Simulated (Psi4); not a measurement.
# Geometry relaxation, with input and output: BBr$_{3}$ (part 2 of 2)

Continued. System: BBr$_{3}$. Method: PBE0/def2-TZVP, RKS, dispersion D4 (Psi4 1.11). The geometry comes from this level: own PBE0/def2-TZVP.

Geometry of the input (Å):
```
Br -1.5110  -0.9692  0.5543
B  0.0264  -0.0135  -0.0109
Br 1.7317  -0.4623  0.6868
Br -0.1414  1.3913  -1.2734
```

### What the program printed, continued
```
	   Br  -1.5372840195  -0.9564423814   0.5645759587
	    B  -0.0003863015   0.0015064067   0.0017457262
	   Br   1.7052884955  -0.4493903285   0.6968899484
	   Br  -0.1676044700   1.4042851901  -1.2633020821

	==> Optimization Summary <==

	Measures of convergence in internal coordinates in au. (Any backward steps not shown.)

	---------------------------------------------------------------------------------------------------------------  ~

	 Step         Total Energy             Delta E       MAX Force       RMS Force        MAX Disp        RMS Disp   ~

	---------------------------------------------------------------------------------------------------------------  ~

	     1   -7746.508741099861  -7746.508741099861      0.00004926      0.00002907      0.00516477      0.00298428  ~
	----------------------------------------------------------------------------------------------------------------

11

 ------------------------------------------------------------------------------------

	total time  =          7 seconds =       0.12 minutes

         ------------------------------------------------------------
                                   SCF GRAD
         ------------------------------------------------------------

  ==> Geometry <==

    Molecular point group: c1
    Full point group: C1

    Geometry (in Angstrom), charge = 0, multiplicity = 1:

       Center              X                  Y                   Z               Mass
    ------------   -----------------  -----------------  -----------------  -----------------
         BR          -1.537394073910    -0.955807778271     0.565094887805    78.918337600000
         B            0.000015926090    -0.000047778271    -0.000105112195    11.009305360000
         BR           1.705255926090    -0.448917778271     0.697564887805    78.918337600000
         BR          -0.167864073910     1.404732221729    -1.262645112195    78.918337600000

  Nuclear repulsion =  738.587002176523242

  ==> Basis Set <==

  Basis Set: DEF2-TZVP
    Blend: DEF2-TZVP
    Number of shells: 59
    Number of basis functions: 175
    Number of Cartesian functions: 201
    Spherical Harmonics?: true
    Max angular momentum: 3

  ==> DFJKGrad: Density-Fitted SCF Gradients <==

    Gradient:                    1
    J tasked:                  Yes
    K tasked:                  Yes
    wK tasked:                  No
    Integrals threads:           2
    Memory [MiB]:             2360
    Schwarz Cutoff:          1E-12
    Fitting Condition:       1E-10

   => Auxiliary Basis Set <=

  Basis Set: (DEF2-TZVP AUX)
    Blend: DEF2-UNIVERSAL-JKFIT
    Number of shells: 205
    Number of basis functions: 873
    Number of Cartesian functions: 1202
    Spherical Harmonics?: true
    Max angular momentum: 5

  ==> DFT Potential <==

   => LibXC <=

    Version 7.1.2

   => Composite Functional: PBE0-D4BJEEQATM <=

    PBE0-d4bjeeqatm Hyb-GGA Exchange-Correlation Functional

    Deriv               =              1
    GGA                 =           TRUE
    Meta                =          FALSE

    Exchange Hybrid     =           TRUE
    MP2 Hybrid          =          FALSE

   => Exchange Functionals <=

    0.7500   Perdew, Burke & Ernzerhof

   => Exact (HF) Exchange <=

    0.2500               HF

   => Correlation Functionals <=

    1.0000   Perdew, Burke & Ernzerhof

   => LibXC Density Thresholds  <==

    XC_HYB_GGA_XC_PBEH:  1.00E-15

   => Molecular Quadrature <=

    Radial Scheme          =       TREUTLER
    Pruning Scheme         =           NONE
    Nuclear Scheme         =       TREUTLER

    Blocking Scheme        =         OCTREE
    BS radius alpha        =              1
    Pruning alpha          =              1
    Radial Points          =             75
    Spherical Points       =            302
    Total Points           =          84815
    Total Blocks           =            737
    Max Points             =            255
    Max Functions          =            154
    Weights Tolerance      =       1.00E-15

  -Total Gradient:
     Atom            X                  Y                   Z
    ------   -----------------  -----------------  -----------------
       1        0.000015583552    -0.000038467261     0.000042295300
       2        0.000029600531     0.000019082011    -0.000028895125
       3        0.000034416287    -0.000009569299     0.000020402182
       4       -0.000053224412    -0.000067730913     0.000055705293

	total time  =          4 seconds =       0.07 minutes

    			-----------------------------------------

    			 OPTKING 3.0: for geometry optimizations

    			        with contributions from

    			-----------------------------------------

	                            ===> Fragment 1 <==

	 Z (Atomic Numbers)          Masses                          Geom
	      35.000000            78.918338         -2.90525375 -1.80621493  1.06787457
	       5.000000            11.009305          0.00003010 -0.00009029 -0.00019863
	      35.000000            78.918338          3.22246667 -0.84833165  1.31820659
	      35.000000            78.918338         -0.31721713  2.65455918 -2.38605346

	 - Coordinate -           - BOHR/RAD -       - ANG/DEG -
	 R(1,2)           =         3.583789           1.896459
	 R(2,3)           =         3.583546           1.896331
	 R(2,4)           =         3.583310           1.896206
	 B(1,2,3)         =         2.094447         120.002957
	 B(1,2,4)         =         2.094421         120.001488
	 B(3,2,4)         =         2.094318         119.995554
	 O(1,2,3,4)       =         0.000185           0.010591
	 O(3,2,1,4)       =        -0.000185          -0.010591
	 O(4,2,1,3)       =         0.000185           0.010592

	        --- Internal Coordinate Step in ANG or DEG, aJ/ANG or AJ/DEG ---
	-------------------------------------------------------------------------------
	           Coordinate      Previous         Force          Change          New
	           ----------      --------        ------          ------        ------
	               R(1,2)       1.89646       -0.00005       -0.00002       1.89644
	               R(2,3)       1.89633       -0.00017       -0.00006       1.89628
	               R(2,4)       1.89621        0.00041        0.00013       1.89634
	             B(1,2,3)     120.00296        0.00000        0.00024     120.00320
	             B(1,2,4)     120.00149        0.00000        0.01050     120.01199
	             B(3,2,4)     119.99555       -0.00000       -0.01156     119.98399
	           O(1,2,3,4)       0.01059       -0.00000       -0.29584      -0.28525
	           O(3,2,1,4)      -0.01059        0.00000        0.29592       0.28533
	           O(4,2,1,3)       0.01059       -0.00000       -0.29589      -0.28530
	-------------------------------------------------------------------------------

	                                 ==> Convergence Check <==

	Measures of convergence in internal coordinates in au.

	Criteria marked as inactive (o), active & met (*), and active & unmet ( ).

	----------------------------------------------------------------------------------------------~
	   Step    Total Energy     Delta E     Max Force     RMS Force      Max Disp      RMS Disp   ~
	----------------------------------------------------------------------------------------------~
	  Convergence Criteria              o    2.00e-04 *             o             o             o~
	----------------------------------------------------------------------------------------------~
	     1   -7746.50874110   -7.75e+03 o    4.93e-05 *    2.91e-05 o    5.16e-03 o    2.98e-03 o  ~
	----------------------------------------------------------------------------------------------

Next Geometry in Ang
	Fragment 1 (Ang)

	   Br  -1.5372840195  -0.9564423814   0.5645759587
	    B  -0.0003863015   0.0015064067   0.0017457262
	   Br   1.7052884955  -0.4493903285   0.6968899484
	   Br  -0.1676044700   1.4042851901  -1.2633020821

    Final optimized geometry and variables:
    Molecular point group: c1
    Full point group: C1

    Geometry (in Angstrom), charge = 0, multiplicity = 1:

    BR          -1.537394073910    -0.955807778271     0.565094887805
    B            0.000015926090    -0.000047778271    -0.000105112195
    BR           1.705255926090    -0.448917778271     0.697564887805
    BR          -0.167864073910     1.404732221729    -1.262645112195
```

### Standard output
```
Optimizer: Optimization complete!
total energy -7746.50874110 hartree = -210793.23951 eV
4
0 1 BBr3
Br                   -1.537394073910    -0.955807778271     0.565094887805
B                     0.000015926090    -0.000047778271    -0.000105112195
Br                    1.705255926090    -0.448917778271     0.697564887805
Br                   -0.167864073910     1.404732221729    -1.262645112195

CURRENT ENERGY                                  -7746.5087410999
CURRENT REFERENCE ENERGY                        -7746.5087410999
DD SOLVATION ENERGY                                 0.0000000000
DFT FUNCTIONAL TOTAL ENERGY                     -7746.5034005993
DFT TOTAL ENERGY                                -7746.5087410999
DFT VV10 ENERGY                                     0.0000000000
DFT XC ENERGY                                    -209.0072869344
DISPERSION CORRECTION ENERGY                       -0.0053405006
GRID ELECTRONS ALPHA                               54.9999997816
GRID ELECTRONS BETA                                54.9999997816
GRID ELECTRONS TOTAL                              109.9999995633
NUCLEAR REPULSION ENERGY                          738.5870021765
ONE-ELECTRON ENERGY                            -12254.1054701680
OPTIMIZATION ITERATIONS                             1.0000000000
PBE0-D4(BJ,EEQ)ATM DISPERSION CORRECTION ENERGY      -0.0053405006
PCM POLARIZATION ENERGY                             0.0000000000
PE ENERGY                                           0.0000000000
SCF ITERATION ENERGY                            -7746.5087410999
SCF ITERATIONS                                     10.0000000000
SCF TOTAL ENERGY                                -7746.5087410999
TWO-ELECTRON ENERGY                              3978.0223543266
XC GRID RADIAL POINTS                              75.0000000000
XC GRID SPHERICAL POINTS                          302.0000000000
XC GRID TOTAL POINTS                            84815.0000000000
```

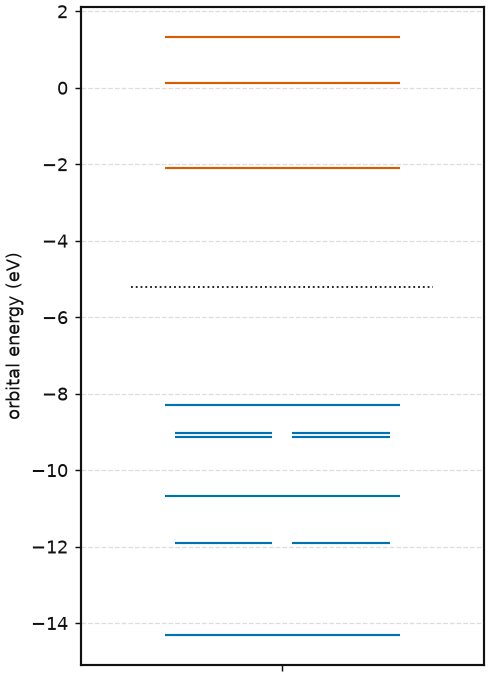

Fig. 1: Orbital energies near the frontier; the dotted line parts filled from empty levels, and levels within 0.02 eV of each other stand side by side. Highest filled −8.31 eV, lowest empty −2.10 eV, 6.21 eV apart.

### Results in brief

| quantity | value |
| --- | --- |
| outcome | converged |
| total energy | −7746.508741 hartree |
| dispersion energy | −0.005341 hartree |
| basis functions | 175 |
| HOMO | −8.31 eV |
| LUMO | −2.10 eV |
| dipole moment | 0.00 D |
| hardware | 2 threads of AMD EPYC (Zen 3), 176 GiB of memory available, shared host |
| wall time | 14 s (CPU time 31 s) |
| peak memory | 0.81 GiB |
